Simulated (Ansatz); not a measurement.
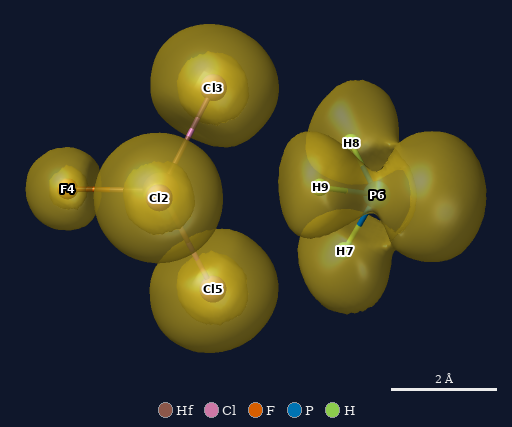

The picture shows: Cl3FHf···PH3. Isosurface of the ELF at 0.75 (yellow), seen at a tilt. Core shells and regions of very low density are left out.

Core potentials replace the inner electrons of Hf.

Level of theory: RKS PBE0-D4/def2-SVP in Ansatz.

Input file:

```
crystal:
  periodic: [false, false, false]
  atoms:
    - { symbol: Hf, position_ang: [-0.000727, 0.060718, 0.054653] }
    - { symbol: Cl, position_ang: [-0.217306, 0.296517, 2.502879] }
    - { symbol: Cl, position_ang: [2.146569, 0.379719, -0.803541] }
    - { symbol: F, position_ang: [-0.950157, 1.537821, -0.614499] }
    - { symbol: Cl, position_ang: [-1.111034, -1.762478, -0.888262] }
    - { symbol: P, position_ang: [1.883369, -2.906974, 1.422438] }
    - { symbol: H, position_ang: [0.654407, -3.433977, 0.927784] }
    - { symbol: H, position_ang: [2.298154, -2.401606, 0.154882] }
    - { symbol: H, position_ang: [1.299126, -1.67944, 1.853766] }
basis:
  gaussian: { orbitals: def2-SVP }
hamiltonian:
  xc: pbe0
  dispersion: d4
relax:
  f_tol: 0.03
  max_steps: 50
output:
  orbitals: {}
```

Launched as:

```sh
ansatz run input.yaml --threads 4 --pin off --max-ram 5120MiB --backend cpu --events-out ev --progress --plain --runs-dir out
```

The fields are those of the run's last geometry, not of the input's.

What do the ELF domains correspond to?

The surface consists of three regions wrapped around Cl (the valence shell of each), one region wrapped around F (its valence shell) and one joined region spread over several atoms (H, P), in which their bonds and any lone pairs are merged. Along the contacts the grid gives the following. Hf1···P6 (4.36 Å): the ELF dips to about 0 between them (a non-bonded, intermolecular contact). Hf–F (1.89 Å): the ELF peaks at about 0.85 in the valence shell of F, 0.5 Å from its nucleus, and drops to about 0.20 between the two atoms.
